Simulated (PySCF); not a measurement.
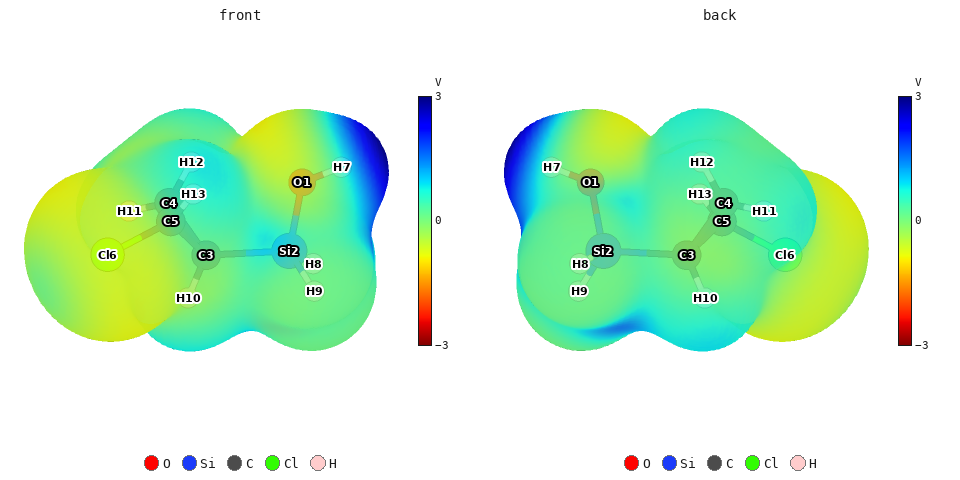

*C$_{3}$H$_{7}$ClOSi. The molecular electrostatic potential painted on the density surface at 0.002 e/bohr³, seen from the front and from behind; the colour scale runs from red (negative) to blue (positive).*

Geometry: GFN2-xTB.

Theory: PBE0/def2-SVPD, SCF density, gas phase in PySCF.

```xyz
13

O     1.8194    0.5247    0.7589
Si    1.4255   -0.5175   -0.4257
C    -0.4458   -0.3641   -0.5296
C    -1.1368    0.9473   -0.2594
C    -1.2495   -0.1704    0.7168
Cl   -2.7898   -1.0036    0.8773
H     2.7216    0.6580    1.0349
H     2.0391   -0.1138   -1.6919
H     1.8211   -1.8783   -0.0616
H    -0.9171   -0.9790   -1.2857
H    -2.0050    1.1985   -0.8500
H    -0.5358    1.7971    0.0263
H    -0.7511   -0.0985    1.6721
```

**Where is the surface potential most negative and most positive?**

The most negative region (about −0.9 V) lies over O1 and Cl6, the most positive (about +2.8 V) over H7.
